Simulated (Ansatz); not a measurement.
```yaml
atoms:
  - { symbol: N, position_ang: [-0.4310, 1.1484, 0.1846] }
  - { symbol: C, position_ang: [0.0541, -0.0612, -0.2896] }
  - { symbol: F, position_ang: [0.1221, -0.1327, -1.6583] }
  - { symbol: B, position_ang: [0.3376, -1.3072, 0.5151] }
  - { symbol: O, position_ang: [1.3469, -0.4730, 0.2553] }
  - { symbol: H, position_ang: [-1.4395, 1.1701, 0.2114] }
  - { symbol: H, position_ang: [-0.0753, 1.9416, -0.3362] }
  - { symbol: H, position_ang: [0.1772, -2.3431, 1.0619] }
```

Geometry: PBE0-D4/def2-TZVP.

Method: RKS PBE0-D4/def2-TZVPP in Ansatz 0.2.0.

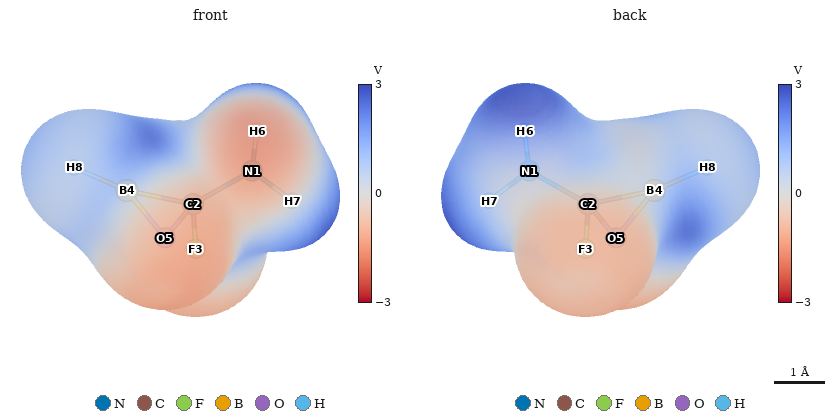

CH3BFNO (SMILES NC1(F)BO1). The electrostatic potential painted on the density surface at 0.004 e/bohr³, seen from the front and from behind; the colour scale runs from red (negative) to blue (positive).

Where is the surface potential most negative and most positive?

The most negative region (about −1.4 V) lies over N1, the most positive (about +2.7 V) over H6 and H7. N1 is the likeliest acceptor of a hydrogen bond.
